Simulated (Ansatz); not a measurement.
# SrB4 (built on the sites of a database entry of SrIn4): phonons and vibrational spectra, part 2 of 2

Wanted: phonon frequencies of SrB4 (built on the sites of a database entry of SrIn4) and what follows from them.

Ansatz 0.2.0; DFT PBEsol, scalar-relativistic, plane waves, PAW.

So far. Step 4 (Relaxing to small forces for the phonons): The largest force component left is 0.56 meV/Å and the pressure is 0.001 GPa, within the tolerances set. The cell now holds 10.41 Å³/atom. The relaxed cell has a = 3.146, c = 10.522 Å (conventional setting).

The structure was built from a prototype and need not be the compound's stable phase.

## 5. Zone-centre response

The zone centre comes first: it holds the modes that light can see, as far as symmetry allows. No field response is asked, since the mesh shows no gap.

Input file input.yaml:

```yaml
crystal:
  lattice:
    - [-1.5728358157, 1.5728358157, 5.2610765084]
    - [1.5728358157, -1.5728358157, 5.2610765084]
    - [1.5728358157, 1.5728358157, -5.2610765084]
  atoms:
    - { symbol: Sr, position: [0.0, 0.0, 0.0] }
    - { symbol: B, position: [0.25, 0.75, 0.5] }
    - { symbol: B, position: [0.75, 0.25, 0.5] }
    - { symbol: B, position: [0.3339941831, 0.3339941831, 0.0] }
    - { symbol: B, position: [0.6660058169, 0.6660058169, 0.0] }
kpoints:
  mp_grid: { grid: [16, 16, 16] }
hamiltonian:
  xc: pbesol
scf:
  occupations: { method: methfessel_paxton, width: 0.2 }
output:
  eigenvalues: true
phonons:
  method: dfpt
```

Command:

```console
> ansatz run input.yaml --threads 8 --pin off --max-ram 14336MiB --backend cpu --events-out ev --progress --plain --runs-dir out
```

Numbers of over 12 decimals in the logs are rounded to 6 here.

The program printed:

```text
zone centre: on kpoints.mp_grid the ground state, and the responses unless they are solved on pairs of k-points, stand on 621 of the mesh's 4096 k-points, reduced under 4 symmetry operations, with k and −k counted as one. Each operation leaves every solved displacement unchanged or reverses it
[...]
Crystal: 5 atoms, lattice volume = 52.060 Å³
Basis set: ecut = 420 eV, 1037 PW (Γ), exchange–correlation on 80×80×80 points (8 copies of the dense FFT grid, shifted against one another)
Bands: 16, of which v1, the nominal top of the filled ones, is band 11 counted from 1 (10 counted from 0)
Symmetry: 16 space group operations
k-points: 621 of 4096 (irreducible under 4 space group operations, time reversal used)
[...]
SCF iter   1: F=—  HF=-4101.566258 eV  |F-HF|=—  |Δ(HF+E_count)|=         —  Δρ=5.47e-3  dr2=1.52e-2  ethr=1.77e-3  ⟨swp⟩=7.1  Hψ=66911  notcnv=0
[...]
SCF iter   9: F=-4101.562798 eV  HF=-4101.562798 eV  |F-HF|=1.09e-11  |Δ(HF+E_count)|=    0.00e0  S|Δr|=    0.00e0  Δρ=6.52e-8  dr2=9.97e-12  ethr=1.00e-12  ⟨swp⟩=7.0  Hψ=48662  notcnv=0
[...]
SCF 1 converged in 9 iterations: F = -4101.562798 eV  dr2 = 9.97e-12
[...]
DFPT response loops at Γ: preconditioner auto → Kerker (q_TF=auto, 2.363 Å⁻¹) (partly filled bands, converged f_vac=0.000); β = 1.00, the filter's whole step (`scf.mixing.beta` (0.50) is not read by the response loops under this deck's `scf.mixing.preconditioner`; to damp them name `kerker` or `kerker_dos`, under which they read `scf.mixing.beta`, and type it under 1.00, their step now; both keys bind the ground state too); Broyden in place of MSR1
SCF converged after 9 iterations
[...]
Free energy (F): -4101.562798 eV
[...]
Internal energy: -4101.561867 eV  (E = F + TS)
E sigma→0 (E₀):  -4101.562565 eV
Entropy (-TS):   -0.000930 eV (-0.186 meV/atom)
Fermi energy:    11.236916 eV
[...]
--- Band table (eV; the first three rows and the last of 621) ---
  k-point 0: bands = [... 7 lower, 6.0054, 7.3542, 11.8692, 11.8718, 12.5150, 12.9726, 12.9726, 15.4009, ... 1 higher]
  k-point 1: bands = [... 7 lower, 5.8867, 7.5343, 11.4801, 12.2398, 12.5913, 12.7185, 13.3641, 15.5361, ... 1 higher]
  k-point 2: bands = [... 7 lower, 5.6767, 8.0071, 10.7789, 11.6044, 13.0638, 13.1954, 14.1425, 15.8621, ... 1 higher]
  k-point 620: bands = [... 7 lower, 6.1467, 10.2392, 10.8688, 10.9749, 12.0865, 12.5131, 12.5131, 14.2898, ... 1 higher]
--- Phonons (Γ-DFPT): 6 representative perturbations + reference, on 621 of 4096 k-points (Σ response iterations 18) ---
  k mesh reduced under 4 symmetry operations, with k and −k counted as one. Each operation leaves every solved displacement unchanged or reverses it
  ASR residual: 2.269e-5 → 0.000e0 eV/Å²; symmetrization residual: 8.380e-7 eV/Å²
  ASR residual per site (eV/Å²): 2.27e-5 1.12e-5 1.12e-5 2.76e-6 2.76e-6
  Γ frequencies (cm⁻¹): -449.69 -449.69 0.00 0.00 0.00 212.24 230.80 230.80 254.97 596.42 634.60 667.47 667.47 747.59 747.59
  non-analytic LO–TO correction: not included (Born effective charges unavailable; polar crystals: no LO–TO splitting at Γ)
```

Run time: 72 s. Hardware: 8 threads of Arm Neoverse V1, shared host; peak memory 1.9 GiB.

The column dr2 measures how far the density is from self-consistency, as an energy; F and HF (Harris–Foulkes) agree once it is small.

Numbers from this step:

- sum-rule residual before enforcement: 2.27e-5 eV/Å²
- point group: 4/mmm
- highest optical mode at the zone centre (no LO-TO term): 747.6 cm⁻¹
- lowest optical zone-centre mode: -449.7 cm⁻¹

Patterns of degenerate modes are one choice out of their space. The modes at Γ (shares of kinetic energy by element, %) (negative means imaginary):

```
mode  frequency (cm⁻¹)  symmetry  Sr %  B %
   1            -449.7        Eg     0  100
   2            -449.7        Eg     0  100
   3               0.0  acoustic    67   33
   4               0.0  acoustic    67   33
   5               0.0  acoustic    67   33
   6             212.2       A2u    33   67
   7             230.8        Eu    33   67
   8             230.8        Eu    33   67
   9             255.0       B1g     0  100
  10             596.4       A1g     0  100
  11             634.6       A2u     0  100
  12             667.5        Eu     0  100
  13             667.5        Eu     0  100
  14             747.6        Eg     0  100
  15             747.6        Eg     0  100
```

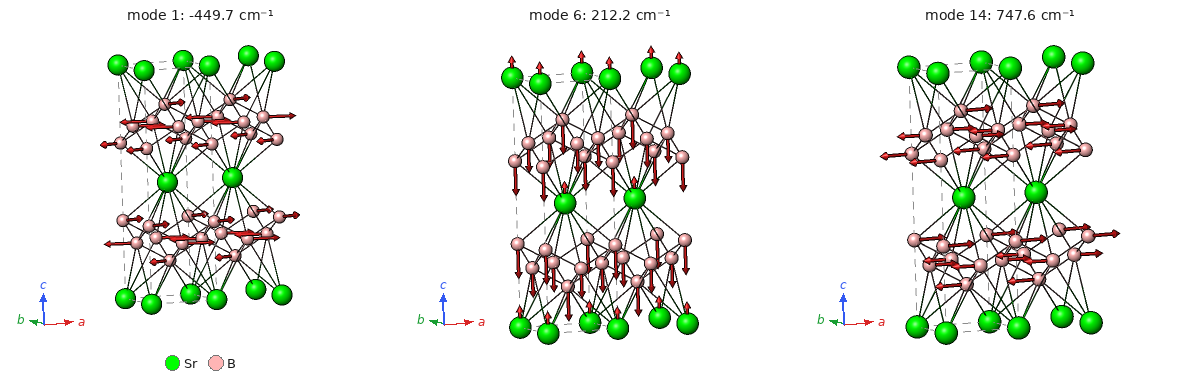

Displacement patterns of modes 1, 6 and 14 at Γ; arrows are exaggerated. 2×1×1 conventional cells are drawn. Some periodic images of atoms are drawn too.

Before it was imposed, the acoustic sum rule was missed by 2.3e-5 eV/Å². Small misses are needed for a sound result but don't prove that mesh and cutoff are converged. The lowest optical mode is imaginary, 449.7i cm⁻¹, so the energy falls along it.

## 6. The dispersion

Stability and thermal properties need the whole zone. Linear response on a 2×2×2 q mesh gives force constants as far as a supercell of that size would.

Edit input.yaml of step 5 so:

```diff
@@ -21 +21,10 @@
   method: dfpt
+  qmesh: [2, 2, 2]
+  temperatures: { t_max: 1000, t_step: 50 }
+  qpath:
+    path:
+      - [[0.0, 0.0, 0.0], [0.0, 0.0, 0.5], [0.25, 0.25, 0.25], [0.0, 0.5, 0.0], [0.0, 0.0, 0.0], [0.5, 0.5, -0.5], [0.27234383, 0.72765617, -0.27234383]]
+      - [[-0.27234383, 0.27234383, 0.27234383], [0.0, 0.0, 0.0]]
+      - [[0.0, 0.0, 0.5], [-0.04468765, 0.04468765, 0.5]]
+      - [[0.5, 0.5, -0.04468765], [0.5, 0.5, -0.5]]
+    npoints: 10
```

The program printed:

```text
Warning: phonons: the dynamical matrix that this run interpolates holds no multipole term above the dipole-dipole one, and a site of this crystal is no centre of inversion, so its interpolated transverse optical and acoustic branches and sound speeds can stay off near Gamma, and the density of states and the thermodynamics with them. What a run solves at a wave vector of phonons.qpoints, Gamma apart, where the deck admits one, is free of this, and under fd what a larger phonons.supercell samples
[...]
Crystal: 5 atoms, lattice volume = 52.060 Å³
Basis set: ecut = 420 eV, 1037 PW (Γ), exchange–correlation on 80×80×80 points (8 copies of the dense FFT grid, shifted against one another)
Bands: 16, of which v1, the nominal top of the filled ones, is band 11 counted from 1 (10 counted from 0)
Symmetry: 16 space group operations
k-points: 349 of 4096
[...]
SCF iter   1: F=—  HF=-4101.566248 eV  |F-HF|=—  |Δ(HF+E_count)|=         —  Δρ=5.47e-3  dr2=1.52e-2  ethr=1.77e-3  ⟨swp⟩=7.1  Hψ=37408  notcnv=0
[...]
SCF iter   9: F=-4101.562798 eV  HF=-4101.562798 eV  |F-HF|=7.28e-12  |Δ(HF+E_count)|=  9.09e-13  S|Δr|=    0.00e0  Δρ=6.47e-8  dr2=9.81e-12  ethr=1.00e-12  ⟨swp⟩=7.1  Hψ=27492  notcnv=0
[...]
SCF 1 converged in 9 iterations: F = -4101.562798 eV  dr2 = 9.81e-12
[...]
SCF iter   5: F=-4101.562798 eV  HF=-4101.562798 eV  |F-HF|=2.73e-12  |Δ(HF+E_count)|=  5.46e-12  S|Δr|=    0.00e0  Δρ=1.48e-7  dr2=6.81e-12  ethr=1.00e-12  ⟨swp⟩=3.7  Hψ=18514  notcnv=0
SCF 2 converged in 5 iterations: F = -4101.562798 eV  dr2 = 6.81e-12
phonons: the bands overlap, so this run is a metal and interpolates without the dipole-dipole term. If the crystal is really an insulator or semiconductor, its LO-TO splitting is missing
NSCF: frozen V_eff on 349 k-points
WARN: eigensolver did not converge in 47 slots of this pass, the one above among them; of largest residual over every band (k=241): 1 band(s) unlocked (lowest unlocked band 15, counted from 0; max residual 8.30e-5 eV among the unlocked bands, 8.30e-5 eV over every band); of lowest unlocked band (k=8): band 15
[...]
DFPT response loops at q = (0, 0, 0) (fractional): preconditioner auto → Kerker (q_TF=auto, 2.363 Å⁻¹) (partly filled bands, converged f_vac=0.000); β = 1.00, the filter's whole step (`scf.mixing.beta` (0.50) is not read by the response loops under this deck's `scf.mixing.preconditioner`; to damp them name `kerker` or `kerker_dos`, under which they read `scf.mixing.beta`, and type it under 1.00, their step now; both keys bind the ground state too); Broyden in place of MSR1
[...]
SCF converged after 9 iterations
[...]
Free energy (F): -4101.562798 eV
[...]
Internal energy: -4101.561867 eV  (E = F + TS)
E sigma→0 (E₀):  -4101.562565 eV
Entropy (-TS):   -0.000930 eV (-0.186 meV/atom)
Fermi energy:    11.236916 eV
[...]
--- Band table (eV; the first three rows and the last of 349) ---
  k-point 0: bands = [... 7 lower, 6.0054, 7.3542, 11.8692, 11.8718, 12.5150, 12.9726, 12.9726, 15.4009, ... 1 higher]
  k-point 1: bands = [... 7 lower, 5.8867, 7.5343, 11.4801, 12.2398, 12.5913, 12.7185, 13.3641, 15.5361, ... 1 higher]
  k-point 2: bands = [... 7 lower, 5.6767, 8.0071, 10.7789, 11.6044, 13.0638, 13.1954, 14.1425, 15.8621, ... 1 higher]
  k-point 348: bands = [... 7 lower, 6.1467, 10.2392, 10.8688, 10.9749, 12.0865, 12.5131, 12.5131, 14.2898, ... 1 higher]
--- Phonons (Γ-DFPT): 6 representative perturbations + reference (Σ response iterations 18) ---
  ASR residual: 2.099e-5 → 0.000e0 eV/Å²; symmetrization residual: 5.684e-7 eV/Å²
  ASR residual per site (eV/Å²): 2.10e-5 9.99e-6 9.99e-6 3.74e-6 3.74e-6
[...]
--- Phonons (arbitrary-q DFPT): 4 irreducible q on the 2×2×2 mesh ---
  q = [0.0000, 0.0000, 0.0000] (star 1, of the zone-centre solve; hermiticity 9.99e-8, symmetrization 9.52e-15): -449.69 -449.69 -0.00 0.00 0.00 212.24 230.80 230.80 254.97 596.42 634.60 667.47 667.47 747.59 747.59
  q = [0.0000, 0.0000, -0.5000] (star 2, 6 solved perturbations in 5157 linear systems a pass and spin channel, the states on 1098 of 4096 k-point pairs; hermiticity 2.82e-7, symmetrization 1.11e-7): 61.18 149.11 160.39 180.59 182.64 406.72 414.17 555.18 557.32 569.86 571.20 602.74 625.00 684.60 687.96
  q = [0.0000, -0.5000, 0.0000] (star 4, 9 solved perturbations on 1098 of 4096 k-point pairs; hermiticity 1.54e-6, symmetrization 7.68e-7): -275.58 -244.91 66.17 118.12 154.20 254.25 283.94 329.07 353.55 582.85 599.94 672.03 687.54 688.27 694.79
[...]
sum rule: each row above includes the acoustic sum rule's correction from the zone centre's row sums; it moved no ω² by more than (0.50 cm⁻¹)²
  mesh force constants: q→R imaginary residual 1.35e-17; ASR residual 2.099e-5 → 0.000e0 eV/Å²; symmetrization residual 7.105e-15 eV/Å²
  interpolated dispersion: 94 rows × 15 modes
  density of states and harmonic sums: on the 20×20×28 q-mesh, interpolated from the force constants of a 2×2×2 supercell (no non-analytic term)
  largest difference from the sums on the solved wave vectors: F 4.93e-2 eV, S 5.87e-5 and C_V 2.16e-5 eV/K
  zero-point energy: 0.344946 eV/cell   skipped modes (ω ≤ 0): 4670, of them read as no rigid motion or as one in doubt: 4667 (1.757e0 modes/cell left out, lowest -459.53 cm⁻¹)   left out of the sums: 1.17e-1 of the cell's modes: C_V's classical limit lies that fraction below 3 k_B per atom; for a crystal, a wire or a layer, F and S can be off by more, and a phonons.interpolated_qmesh denser along its periods is the remedy for the sampling
```

It took 6.2 min on 8 threads; peak memory 2.5 GiB; 48 min of CPU time.

Numbers from this step:

* sum-rule residual before enforcement: 2.10e-5 eV/Å²
* lowest frequency on the path: -459.5 cm⁻¹
* highest frequency on the path or at a solved wavevector: 751.9 cm⁻¹
* lowest mode on the q mesh (acoustic modes at Γ apart): -459.5 cm⁻¹

Frequencies (cm⁻¹) solved at each irreducible wavevector; negative means imaginary. Frequencies by wavevector, by row:

```csv
q in reciprocal lattice units,star,mode 1,mode 2,mode 3,mode 4,mode 13,mode 14,mode 15
0 0 0,1,-449.7,-449.7,0,0,667.5,747.6,747.6
0 0 -0.5,2,61.2,149.1,160.4,180.6,625,684.6,688
0 -0.5 0,4,-275.6,-244.9,66.2,118.1,687.5,688.3,694.8
-0.5 -0.5 -0.5,1,-459.5,-459.5,128.4,128.5,687.2,749.1,749.1
```

Interpolated from a 2×2×2 q mesh, rough between the solved points. Phonon branches along the path, in cm⁻¹:

```csv
point,branch 1,branch 2,branch 3,branch 4,branch 12,branch 13,branch 14,branch 15
Γ,-450,-450,0,0,668,668,748,748
X,61,149,160,181,603,625,685,688
P,71,130,172,172,598,629,686,686
N,-276,-245,66,118,672,688,688,695
Γ,-450,-450,0,0,668,668,748,748
M,-460,-460,128,128,663,687,749,749
S,-290,-230,76,118,664,685,698,698
jump to S0,-290,-230,76,118,664,685,698,698
Γ,-450,-450,0,0,668,668,748,748
jump to X,61,149,160,181,603,625,685,688
R,57,129,172,180,603,632,688,688
jump to G′,57,129,172,180,603,632,688,688
M,-460,-460,128,128,663,687,749,749
```

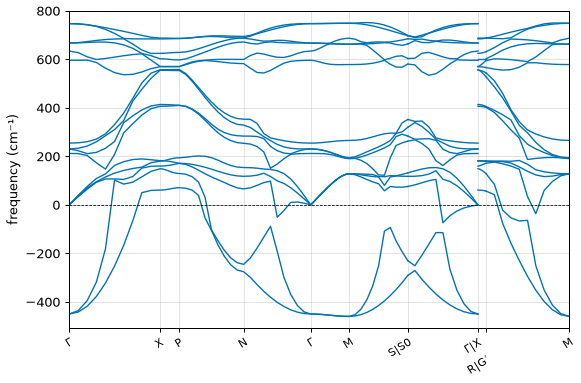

Phonon branches along the path.

The phonon density of states has structure finer than the step of the table below, so its rows give means over 100 cm⁻¹, whole bins alone (the curve runs from -465 to 755 cm⁻¹). Peaks (cm⁻¹: height): 125.0: 0.0405, 285.0: 0.0273, 585.0: 0.0234, 615.0: 0.0381, 685.0: 0.0612.

Tetrahedra on a 20×20×28 mesh, mean over bins of 10 cm-1. Interpolated from a 2×2×2 q mesh, rough between the solved points. Table of phonon density of states by wavenumber; means over each step:

```
wavenumber (cm⁻¹)  phonon density of states (1/cm⁻¹/cell)
             -400                                 0.00375
             -300                                 0.00386
             -200                                 0.00384
             -100                                 0.00449
                0                                 0.00358
              100                                  0.0212
              200                                  0.0189
              300                                  0.0195
              400                                 0.00836
              500                                 0.00410
              600                                  0.0217
              700                                  0.0358
```

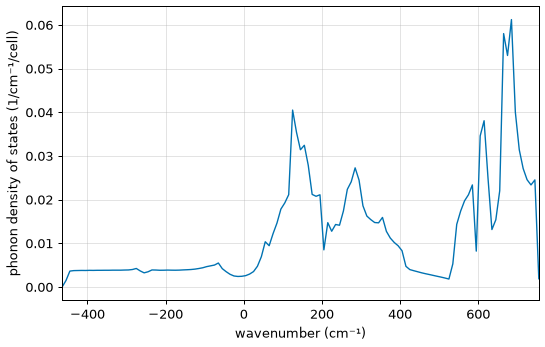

Phonon density of states, plotted against wavenumber.

The partial phonon density of states has structure finer than the step of the table below, so its rows give means over 100 cm⁻¹, whole bins alone (the curve runs from -469 to 784 cm⁻¹). Peaks (cm⁻¹: height): B 287.5: 0.0244, 610.8: 0.0316, 673.9: 0.0556; Sr 129.8: 0.0305.

Phonopy on the run's constants, 19x19x21 mesh, Gaussian sigma 9.0 cm-1. Interpolated from a 2×2×2 q mesh, rough between the solved points. The partial phonon density of states by wavenumber; means over each step; values in 1/cm⁻¹/cell:

```
wavenumber (cm⁻¹)        B       Sr
             -400  0.00372        0
             -300  0.00384   8.4e-6
             -200  0.00378   8.1e-5
             -100  0.00359   9.6e-4
                0  0.00171  0.00166
              100  0.00420   0.0171
              200  0.00945  0.00949
              300   0.0188   6.2e-4
              400  0.00830   5.2e-5
              500  0.00428   4.6e-6
              600   0.0218   2.3e-5
              700   0.0352   2.3e-5
```

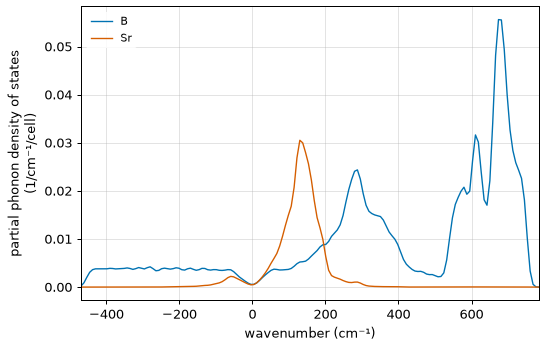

Partial phonon density of states against wavenumber.

Symmetry leaves 4 wavevectors to solve. The lowest mode among them, the acoustic zeros apart, lies at q = (-0.5, -0.5, -0.5) and is imaginary, 459.5i cm⁻¹, so the energy falls along it.

## 7. Isotope substitution, element B, natural mass 10.81 amu

An isotope changes the mass and not the force constants, so no new electronic calculation is needed; the shifts show which modes move this element.

The same force constants with the mass of B changed from 10.810 to 10.013 u (phonopy, no LO-TO term). Both lists are sorted by frequency; levels can cross, so a row need not hold one and the same mode. Modes under 3 cm⁻¹ are left out. Isotope shifts, by row, the first 40 of 57 rows:

```csv
q,rank,natural mass (cm⁻¹),changed mass (cm⁻¹)
0 0 0,1,-449.7,-467.2
0 0 0,2,-449.7,-467.2
0 0 0,6,212.2,217.8
0 0 0,7,230.8,236.9
0 0 0,8,230.8,236.9
0 0 0,9,255,264.9
0 0 0,10,596.4,619.7
0 0 0,11,634.6,659.3
0 0 0,12,667.5,693.5
0 0 0,13,667.5,693.5
0 0 0,14,747.6,776.8
0 0 0,15,747.6,776.8
0 0 -0.5,1,61.18,61.71
0 0 -0.5,2,149.1,154.9
0 0 -0.5,3,160.4,160.6
0 0 -0.5,4,180.6,182.7
0 0 -0.5,5,182.6,186
0 0 -0.5,6,406.7,422.6
0 0 -0.5,7,414.2,429.9
0 0 -0.5,8,555.2,576.9
0 0 -0.5,9,557.3,579.1
0 0 -0.5,10,569.9,591.9
0 0 -0.5,11,571.2,593.5
0 0 -0.5,12,602.7,626.3
0 0 -0.5,13,625,649.4
0 0 -0.5,14,684.6,711.2
0 0 -0.5,15,688,714.8
0 -0.5 0,1,-275.6,-286.3
0 -0.5 0,2,-244.9,-254.5
0 -0.5 0,3,66.17,66.44
0 -0.5 0,4,118.1,118.1
0 -0.5 0,5,154.2,154.6
0 -0.5 0,6,254.2,264.2
0 -0.5 0,7,283.9,293.2
0 -0.5 0,8,329.1,341.9
0 -0.5 0,9,353.6,367.3
0 -0.5 0,10,582.9,605.6
0 -0.5 0,11,599.9,623.4
0 -0.5 0,12,672,698.3
0 -0.5 0,13,687.5,714.4
```

A mode of this element alone would shift by +3.90 %. The highest zone-centre frequency without the field goes from 747.6 to 776.8 cm⁻¹ (+3.9 %).

## 8. Isotope substitution, element Sr, natural mass 87.62 amu

The same for Sr, from 87.62 to 85.91 u.

The same force constants with the mass of Sr changed from 87.620 to 85.909 u (phonopy, no LO-TO term). Both lists are sorted by frequency; levels can cross, so a row need not hold one and the same mode. Modes under 3 cm⁻¹ are left out. Isotope shifts, by row, the first 40 of 57 rows:

```csv
q,rank,natural mass (cm⁻¹),changed mass (cm⁻¹)
0 0 0,1,-449.7,-449.7
0 0 0,2,-449.7,-449.7
0 0 0,6,212.2,212.9
0 0 0,7,230.8,231.6
0 0 0,8,230.8,231.6
0 0 0,9,255,255
0 0 0,10,596.4,596.4
0 0 0,11,634.6,634.6
0 0 0,12,667.5,667.5
0 0 0,13,667.5,667.5
0 0 0,14,747.6,747.6
0 0 0,15,747.6,747.6
0 0 -0.5,1,61.18,61.64
0 0 -0.5,2,149.1,149.1
0 0 -0.5,3,160.4,161.9
0 0 -0.5,4,180.6,181
0 0 -0.5,5,182.6,184.4
0 0 -0.5,6,406.7,406.7
0 0 -0.5,7,414.2,414.3
0 0 -0.5,8,555.2,555.2
0 0 -0.5,9,557.3,557.3
0 0 -0.5,10,569.9,569.9
0 0 -0.5,11,571.2,571.2
0 0 -0.5,12,602.7,602.7
0 0 -0.5,13,625,625
0 0 -0.5,14,684.6,684.6
0 0 -0.5,15,688,688
0 -0.5 0,1,-275.6,-275.6
0 -0.5 0,2,-244.9,-244.9
0 -0.5 0,3,66.17,66.75
0 -0.5 0,4,118.1,119.3
0 -0.5 0,5,154.2,155.6
0 -0.5 0,6,254.2,254.2
0 -0.5 0,7,283.9,284.4
0 -0.5 0,8,329.1,329.1
0 -0.5 0,9,353.6,353.6
0 -0.5 0,10,582.9,582.9
0 -0.5 0,11,599.9,599.9
0 -0.5 0,12,672,672
0 -0.5 0,13,687.5,687.5
```

A mode of this element alone would shift by +0.99 %. The highest zone-centre frequency without the field goes from 747.6 to 747.6 cm⁻¹ (+0.0 %).

## 9. Summary of results

| Item | Value |
| --- | --- |
| space group after relaxation (within 0.01 Å) | I4/mmm |
| volume per atom | 10.4 Å³ |
| electronic character | no gap on this mesh |
| highest optical mode at the zone centre (no LO-TO term) | 748 cm⁻¹ |
| lowest optical zone-centre mode | -450 cm⁻¹ |
| lowest mode on the q mesh (acoustic modes at Γ apart) | -460 cm⁻¹ |
| highest frequency on the path or at a solved wavevector | 752 cm⁻¹ |
| imaginary modes on the 2×2×2 q mesh | yes |

Modes are clearly imaginary (beyond 10i cm⁻¹) at 3 of the 4 irreducible wavevectors, most at q = (-0.5, -0.5, -0.5) (459.5i cm⁻¹), so this structure is not a minimum of the energy. The optical modes at Γ span -450 to 748 cm⁻¹ (negative means imaginary). The highest mode in this list at Γ, 747.6 cm⁻¹, is mostly motion of B (100 % of the kinetic energy). The q mesh stands for a supercell only 6.3 Å across, so branches between the solved wavevectors are rough. With no gap, or one that is small against the smearing, the frequencies hang on the k mesh and the smearing, most of all near Kohn anomalies. A phonon run warned that its eigensolver left some bands unconverged in a pass. The starting cell was built on a prototype and not taken from a measurement, so the phase need not exist. These are harmonic frequencies at zero temperature: anharmonic shifts, linewidths and thermal expansion are left out.

[Logs are printed without paths, hosts, clocks, repeated set-up lines and the standing remarks that a program may print on its own settings, such as how far it seeks lower states.]

[Hosts, paths, dates, database ids (printed as entryN), source tags and the programs' standing remarks are cut or masked in the printed files.]
